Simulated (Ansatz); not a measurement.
## Molecular dynamics of GeNH3Cl4 (part 5 of 5)

GeNH3Cl4; RHF/def2-SVP (Ansatz 0.2.0). It belongs to a series of runs on one base structure; here: dynamics from the highest image of the converged band.

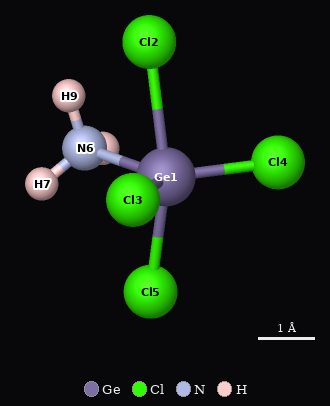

**Figure 1.** The geometry at step 178 of the log (ball-and-stick view, seen at a tilt; atoms are numbered from 1 in the order of the input).

## Trajectory as extended XYZ, continued
```
9
Properties=species:S:1:pos:R:3:forces:R:3 step=152 time_fs=76.0 energy=-107996.98639 temperature=340.7
Ge   -0.4622    0.1349   -0.1441    0.6524  -0.3552   1.1183
Cl    0.0039    0.9817    2.3829   -0.2013  -0.0852  -0.8728
Cl    1.3422   -0.9887    0.0750   -0.3150  -0.0080  -0.2580
Cl   -0.4113    2.1014   -0.8562   -0.0485   0.5941  -0.0745
Cl   -1.3934   -0.8418   -1.8996    0.1053  -0.0218   0.1741
N    -1.9787   -0.4878    0.9610   -0.4855  -0.0795  -0.2706
H    -2.1561   -1.4733    0.7918    0.1465   0.1134   0.2867
H    -2.8384   -0.0107    0.7148    0.1056   0.0946  -0.0268
H    -1.7341   -0.2514    1.9268    0.0406  -0.2524  -0.0764
9
Properties=species:S:1:pos:R:3:forces:R:3 step=155 time_fs=77.5 energy=-107997.01184 temperature=368.8
Ge   -0.4603    0.1390   -0.1380    0.6570  -0.4240   1.1590
Cl    0.0023    0.9788    2.3693   -0.1966  -0.0889  -0.8883
Cl    1.3429   -0.9915    0.0737   -0.3186  -0.0031  -0.2635
Cl   -0.4121    2.1019   -0.8548   -0.0497   0.6399  -0.1075
Cl   -1.3928   -0.8429   -1.8961    0.1221   0.0035   0.1903
N    -1.9854   -0.4910    0.9553   -0.0895  -0.0411   0.1211
H    -2.1548   -1.4728    0.7869    0.0651  -0.0999   0.1678
H    -2.8369   -0.0143    0.7057   -0.1579   0.2098  -0.0680
H    -1.7457   -0.2715    1.9304   -0.0319  -0.1963  -0.3110
9
Properties=species:S:1:pos:R:3:forces:R:3 step=158 time_fs=79.0 energy=-107997.03870 temperature=398.5
Ge   -0.4582    0.1429   -0.1315    0.6612  -0.4763   1.1949
Cl    0.0007    0.9759    2.3552   -0.1891  -0.0926  -0.9083
Cl    1.3433   -0.9944    0.0722   -0.3145  -0.0034  -0.2685
Cl   -0.4130    2.1029   -0.8535   -0.0523   0.6741  -0.1383
Cl   -1.3921   -0.8441   -1.8925    0.1390   0.0300   0.2069
N    -1.9922   -0.4943    0.9498    0.0716  -0.0147   0.2133
H    -2.1522   -1.4744    0.7856   -0.0302  -0.2527   0.0238
H    -2.8384   -0.0135    0.6952   -0.2288   0.1886  -0.0450
H    -1.7580   -0.2956    1.9278   -0.0569  -0.0531  -0.2788
9
Properties=species:S:1:pos:R:3:forces:R:3 step=160 time_fs=80.0 energy=-107997.05723 temperature=419.0
Ge   -0.4566    0.1454   -0.1270    0.6609  -0.5019   1.2156
Cl   -0.0005    0.9739    2.3455   -0.1836  -0.0945  -0.9225
Cl    1.3435   -0.9963    0.0711   -0.3075  -0.0063  -0.2717
Cl   -0.4135    2.1037   -0.8526   -0.0544   0.6900  -0.1574
Cl   -1.3916   -0.8449   -1.8901    0.1502   0.0478   0.2173
N    -1.9966   -0.4966    0.9463   -0.0112  -0.0659   0.0673
H    -2.1507   -1.4783    0.7852   -0.0797  -0.2217  -0.0585
H    -2.8420   -0.0108    0.6877   -0.1307   0.0808   0.0142
H    -1.7668   -0.3126    1.9227   -0.0439   0.0717  -0.1042
9
Properties=species:S:1:pos:R:3:forces:R:3 step=162 time_fs=81.0 energy=-107997.07376 temperature=437.2
Ge   -0.4550    0.1479   -0.1223    0.6549  -0.5212   1.2320
Cl   -0.0017    0.9718    2.3356   -0.1787  -0.0959  -0.9350
Cl    1.3436   -0.9982    0.0699   -0.2973  -0.0110  -0.2744
Cl   -0.4141    2.1048   -0.8519   -0.0565   0.7001  -0.1748
Cl   -1.3910   -0.8456   -1.8876    0.1617   0.0655   0.2266
N    -2.0011   -0.4988    0.9429   -0.1715  -0.1836  -0.1576
H    -2.1499   -1.4842    0.7842   -0.1131  -0.0868  -0.1213
H    -2.8469   -0.0073    0.6803    0.0203  -0.0602   0.0858
H    -1.7761   -0.3288    1.9166   -0.0198   0.1931   0.1188
9
Properties=species:S:1:pos:R:3:forces:R:3 step=165 time_fs=82.5 energy=-107997.09616 temperature=462.1
Ge   -0.4524    0.1515   -0.1150    0.6306  -0.5397   1.2445
Cl   -0.0037    0.9687    2.3202   -0.1725  -0.0962  -0.9456
Cl    1.3436   -1.0010    0.0680   -0.2766  -0.0205  -0.2771
Cl   -0.4150    2.1067   -0.8508   -0.0591   0.7038  -0.1969
Cl   -1.3902   -0.8467   -1.8837    0.1794   0.0913   0.2375
N    -2.0081   -0.5025    0.9374   -0.3272  -0.4016  -0.3493
H    -2.1508   -1.4941    0.7805   -0.1416   0.1689  -0.1841
H    -2.8535   -0.0034    0.6709    0.1713  -0.2192   0.1540
H    -1.7903   -0.3495    1.9101   -0.0043   0.3132   0.3169
9
Properties=species:S:1:pos:R:3:forces:R:3 step=168 time_fs=84.0 energy=-107997.12524 temperature=494.2
Ge   -0.4496    0.1549   -0.1073    0.5879  -0.5456   1.2388
Cl   -0.0057    0.9656    2.3042   -0.1672  -0.0934  -0.9433
Cl    1.3434   -1.0038    0.0660   -0.2506  -0.0324  -0.2776
Cl   -0.4159    2.1090   -0.8498   -0.0608   0.6933  -0.2132
Cl   -1.3892   -0.8477   -1.8797    0.1974   0.1154   0.2452
N    -2.0156   -0.5068    0.9315   -0.2028  -0.5129  -0.1201
H    -2.1548   -1.5006    0.7728   -0.1599   0.2750  -0.2220
H    -2.8567   -0.0040    0.6646    0.1003  -0.2192   0.1246
H    -1.8046   -0.3636    1.9097   -0.0442   0.3198   0.1677
9
Properties=species:S:1:pos:R:3:forces:R:3 step=170 time_fs=85.0 energy=-107997.14854 temperature=519.9
Ge   -0.4477    0.1571   -0.1019    0.5514  -0.5414   1.2247
Cl   -0.0071    0.9634    2.2932   -0.1641  -0.0897  -0.9353
Cl    1.3432   -1.0058    0.0645   -0.2306  -0.0416  -0.2772
Cl   -0.4166    2.1108   -0.8492   -0.0616   0.6784  -0.2210
Cl   -1.3884   -0.8484   -1.8769    0.2089   0.1303   0.2492
N    -2.0208   -0.5101    0.9274   -0.0026  -0.4773   0.1956
H    -2.1593   -1.5017    0.7651   -0.1685   0.2096  -0.2354
H    -2.8576   -0.0071    0.6620   -0.0476  -0.1370   0.0573
H    -1.8147   -0.3692    1.9118   -0.0854   0.2687  -0.0578
9
Properties=species:S:1:pos:R:3:forces:R:3 step=172 time_fs=86.0 energy=-107997.17248 temperature=546.4
Ge   -0.4457    0.1592   -0.0964    0.5108  -0.5302   1.2032
Cl   -0.0086    0.9612    2.2820   -0.1614  -0.0848  -0.9235
Cl    1.3430   -1.0077    0.0629   -0.2085  -0.0519  -0.2764
Cl   -0.4172    2.1128   -0.8487   -0.0622   0.6575  -0.2268
Cl   -1.3876   -0.8490   -1.8740    0.2197   0.1443   0.2527
N    -2.0259   -0.5137    0.9235    0.1867  -0.3574   0.4860
H    -2.1655   -1.5010    0.7552   -0.1700   0.0639  -0.2350
H    -2.8590   -0.0114    0.6599   -0.2004  -0.0325  -0.0215
H    -1.8255   -0.3722    1.9133   -0.1147   0.1911  -0.2587
9
Properties=species:S:1:pos:R:3:forces:R:3 step=175 time_fs=87.5 energy=-107997.21010 temperature=588.0
Ge   -0.4425    0.1622   -0.0878    0.4450  -0.5002   1.1591
Cl   -0.0108    0.9580    2.2647   -0.1580  -0.0754  -0.8997
Cl    1.3425   -1.0106    0.0605   -0.1717  -0.0697  -0.2753
Cl   -0.4183    2.1161   -0.8481   -0.0631   0.6156  -0.2323
Cl   -1.3863   -0.8498   -1.8697    0.2340   0.1637   0.2570
N    -2.0334   -0.5195    0.9182    0.2398  -0.1006   0.6104
H    -2.1777   -1.4991    0.7361   -0.1442  -0.1542  -0.1920
H    -2.8647   -0.0183    0.6562   -0.2733   0.0616  -0.1013
H    -1.8438   -0.3736    1.9107   -0.1085   0.0592  -0.3260
9
Properties=species:S:1:pos:R:3:forces:R:3 step=178 time_fs=89.0 energy=-107997.24934 temperature=631.2
Ge   -0.4392    0.1651   -0.0789    0.3741  -0.4573   1.1016
Cl   -0.0132    0.9546    2.2468   -0.1542  -0.0637  -0.8663
Cl    1.3419   -1.0135    0.0579   -0.1307  -0.0901  -0.2745
Cl   -0.4193    2.1198   -0.8476   -0.0638   0.5625  -0.2347
Cl   -1.3849   -0.8506   -1.8651    0.2461   0.1814   0.2595
N    -2.0406   -0.5255    0.9138   -0.0660   0.0749   0.2600
H    -2.1929   -1.5003    0.7130   -0.0692  -0.1747  -0.0789
H    -2.8760   -0.0241    0.6505   -0.0886   0.0243  -0.1011
H    -1.8644   -0.3737    1.9016   -0.0476  -0.0573  -0.0655
9
Properties=species:S:1:pos:R:3:forces:R:3 step=180 time_fs=90.0 energy=-107997.27187 temperature=656.1
Ge   -0.4369    0.1670   -0.0728    0.3230  -0.4245   1.0550
Cl   -0.0148    0.9524    2.2346   -0.1504  -0.0542  -0.8355
Cl    1.3415   -1.0155    0.0560   -0.1014  -0.1049  -0.2740
Cl   -0.4201    2.1224   -0.8473   -0.0641   0.5215  -0.2344
Cl   -1.3839   -0.8510   -1.8620    0.2532   0.1925   0.2598
N    -2.0454   -0.5295    0.9112   -0.3596   0.0891  -0.1096
H    -2.2040   -1.5031    0.6965    0.0033  -0.0653   0.0280
H    -2.8848   -0.0275    0.6454    0.0966  -0.0332  -0.0756
H    -1.8788   -0.3743    1.8944   -0.0006  -0.1211   0.1863
9
Properties=species:S:1:pos:R:3:forces:R:3 step=182 time_fs=91.0 energy=-107997.29083 temperature=677.2
Ge   -0.4346    0.1688   -0.0666    0.2686  -0.3904   1.0006
Cl   -0.0165    0.9501    2.2222   -0.1448  -0.0428  -0.7953
Cl    1.3410   -1.0176    0.0541   -0.0709  -0.1202  -0.2732
Cl   -0.4208    2.1252   -0.8471   -0.0642   0.4766  -0.2324
Cl   -1.3828   -0.8514   -1.8588    0.2597   0.2034   0.2589
N    -2.0504   -0.5334    0.9084   -0.5945   0.0482  -0.4056
H    -2.2151   -1.5066    0.6803    0.0786   0.0736   0.1368
H    -2.8927   -0.0313    0.6397    0.2391  -0.0673  -0.0550
H    -1.8932   -0.3760    1.8890    0.0284  -0.1810   0.3652
9
Properties=species:S:1:pos:R:3:forces:R:3 step=185 time_fs=92.5 energy=-107997.31966 temperature=709.0
Ge   -0.4311    0.1713   -0.0569    0.1820  -0.3404   0.9015
Cl   -0.0191    0.9467    2.2031   -0.1317  -0.0208  -0.7144
Cl    1.3402   -1.0207    0.0511   -0.0240  -0.1440  -0.2712
Cl   -0.4220    2.1297   -0.8469   -0.0641   0.4028  -0.2261
Cl   -1.3809   -0.8519   -1.8539    0.2688   0.2199   0.2563
N    -2.0588   -0.5392    0.9038   -0.6717  -0.0013  -0.4420
H    -2.2301   -1.5102    0.6586    0.1612   0.1777   0.2475
H    -2.9002   -0.0382    0.6300    0.2648  -0.0192  -0.0633
H    -1.9143   -0.3821    1.8872    0.0147  -0.2746   0.3117
9
Properties=species:S:1:pos:R:3:forces:R:3 step=188 time_fs=94.0 energy=-107997.35088 temperature=743.5
Ge   -0.4275    0.1738   -0.0470    0.0940  -0.2937   0.7793
Cl   -0.0217    0.9433    2.1836   -0.1129   0.0077  -0.6081
Cl    1.3395   -1.0239    0.0479    0.0235  -0.1682  -0.2683
Cl   -0.4232    2.1343   -0.8469   -0.0641   0.3230  -0.2164
Cl   -1.3790   -0.8522   -1.8488    0.2768   0.2372   0.2538
N    -2.0682   -0.5449    0.8986   -0.4335   0.0484  -0.0340
H    -2.2417   -1.5104    0.6422    0.1792   0.0621   0.2499
H    -2.9024   -0.0452    0.6189    0.0824   0.1276  -0.1126
H    -1.9351   -0.3940    1.8917   -0.0453  -0.3442  -0.0438
9
Properties=species:S:1:pos:R:3:forces:R:3 step=190 time_fs=95.0 energy=-107997.37016 temperature=764.8
Ge   -0.4251    0.1754   -0.0403    0.0372  -0.2649   0.6844
Cl   -0.0236    0.9410    2.1704   -0.0977   0.0304  -0.5233
Cl    1.3390   -1.0261    0.0457    0.0549  -0.1844  -0.2662
Cl   -0.4240    2.1376   -0.8469   -0.0644   0.2675  -0.2086
Cl   -1.3776   -0.8523   -1.8454    0.2815   0.2492   0.2529
N    -2.0748   -0.5488    0.8950   -0.2234   0.1215   0.2686
H    -2.2474   -1.5095    0.6342    0.1580  -0.0937   0.1965
H    -2.9026   -0.0486    0.6103   -0.0627   0.2206  -0.1401
H    -1.9495   -0.4060    1.8947   -0.0836  -0.3463  -0.2642
9
Properties=species:S:1:pos:R:3:forces:R:3 step=192 time_fs=96.0 energy=-107997.38879 temperature=785.4
Ge   -0.4227    0.1770   -0.0335   -0.0173  -0.2385   0.5783
Cl   -0.0254    0.9387    2.1571   -0.0807   0.0562  -0.4267
Cl    1.3385   -1.0283    0.0434    0.0860  -0.2005  -0.2641
Cl   -0.4248    2.1409   -0.8470   -0.0648   0.2110  -0.2003
Cl   -1.3761   -0.8524   -1.8418    0.2855   0.2616   0.2525
N    -2.0816   -0.5525    0.8916   -0.0833   0.1853   0.4289
H    -2.2515   -1.5096    0.6280    0.1233  -0.2305   0.1212
H    -2.9034   -0.0499    0.6003   -0.1424   0.2556  -0.1370
H    -1.9647   -0.4213    1.8952   -0.1063  -0.3002  -0.3527
9
Properties=species:S:1:pos:R:3:forces:R:3 step=195 time_fs=97.5 energy=-107997.41607 temperature=815.5
Ge   -0.4191    0.1793   -0.0231   -0.0968  -0.2064   0.3957
Cl   -0.0282    0.9354    2.1368   -0.0519   0.1021  -0.2564
Cl    1.3378   -1.0318    0.0399    0.1312  -0.2238  -0.2610
Cl   -0.4261    2.1459   -0.8473   -0.0656   0.1255  -0.1875
Cl   -1.3737   -0.8524   -1.8364    0.2907   0.2804   0.2520
N    -2.0919   -0.5578    0.8870   -0.0983   0.1726   0.2721
H    -2.2556   -1.5139    0.6208    0.0728  -0.2539   0.0150
H    -2.9069   -0.0475    0.5830   -0.0749   0.1565  -0.0543
H    -1.9893   -0.4492    1.8901   -0.1073  -0.1531  -0.1756
9
Properties=species:S:1:pos:R:3:forces:R:3 step=198 time_fs=99.0 energy=-107997.43264 temperature=833.8
Ge   -0.4156    0.1816   -0.0126   -0.1783  -0.1878   0.1796
Cl   -0.0310    0.9320    2.1165   -0.0177   0.1596  -0.0489
Cl    1.3372   -1.0354    0.0361    0.1734  -0.2450  -0.2574
Cl   -0.4274    2.1511   -0.8477   -0.0660   0.0406  -0.1742
Cl   -1.3712   -0.8522   -1.8308    0.2952   0.2988   0.2502
N    -2.1024   -0.5630    0.8828   -0.2565  -0.0107  -0.1644
H    -2.2581   -1.5233    0.6139    0.0376  -0.0389  -0.0561
H    -2.9119   -0.0419    0.5646    0.1024  -0.0469   0.0765
H    -2.0162   -0.4805    1.8815   -0.0902   0.0302   0.1947
9
Properties=species:S:1:pos:R:3:forces:R:3 step=200 time_fs=100.0 energy=-107997.43472 temperature=836.1
Ge   -0.4132    0.1830   -0.0056   -0.2356  -0.1849   0.0132
Cl   -0.0329    0.9299    2.1028    0.0092   0.2060   0.1134
Cl    1.3369   -1.0378    0.0336    0.1991  -0.2571  -0.2542
Cl   -0.4283    2.1545   -0.8480   -0.0657  -0.0151  -0.1649
Cl   -1.3694   -0.8520   -1.8270    0.2978   0.3103   0.2476
N    -2.1095   -0.5664    0.8799   -0.3037  -0.1768  -0.3485
H    -2.2592   -1.5303    0.6088    0.0152   0.1400  -0.0943
H    -2.9142   -0.0384    0.5531    0.1693  -0.1579   0.1414
H    -2.0353   -0.5012    1.8775   -0.0855   0.1354   0.3462
```

The run was set up as follows.

## The input
```yaml
crystal:
  periodic: [false, false, false]
  atoms:
    - { symbol: Ge, position_ang: [-0.479935, 0.059383, -0.2997] }
    - { symbol: Cl, position_ang: [-0.005619, 1.097725, 2.670281] }
    - { symbol: Cl, position_ang: [1.309268, -0.985026, 0.051141] }
    - { symbol: Cl, position_ang: [-0.408834, 2.108823, -0.758316] }
    - { symbol: Cl, position_ang: [-1.41064, -0.89942, -1.986716] }
    - { symbol: "N", position_ang: [-1.797267, -0.320472, 1.037713] }
    - { symbol: H, position_ang: [-1.924446, -1.311781, 1.190549] }
    - { symbol: H, position_ang: [-2.695695, 0.093391, 0.828316] }
    - { symbol: H, position_ang: [-1.341631, 0.157377, 1.91233] }
basis:
  gaussian: { orbitals: def2-SVP }
hamiltonian:
  xc: hf
md:
  timestep: 0.5
  n_steps: 200
  ensemble: nve
  temperature: 100.0
  initial_velocities: maxwell_boltzmann
  seed: 3448
```

Launched with:
```bash
ansatz run input.yaml --threads 4 --pin off --max-ram 5120MiB --backend cpu --events-out ev --progress --plain --runs-dir out
```

## Results in brief

- outcome: finished
- mean temperature over the second half: 393 K
- trajectory: 200 steps, 100 fs
- ensemble: nve
- temperature in the input: 100.0 K
- time step: 0.5 fs
- potential energy (last step): −107997.4347 eV
- mean-field energy (last step): −107997.4347 eV
- largest force (length of the vector) (last step): 0.496 eV/Å
- hardware: 4 threads of Arm Neoverse V1, 24 GiB of memory available, shared host
- wall time: 5.8 min (CPU time 21 min)
- peak memory: 0.38 GiB

## Remarks

So short a trajectory is not equilibrated.
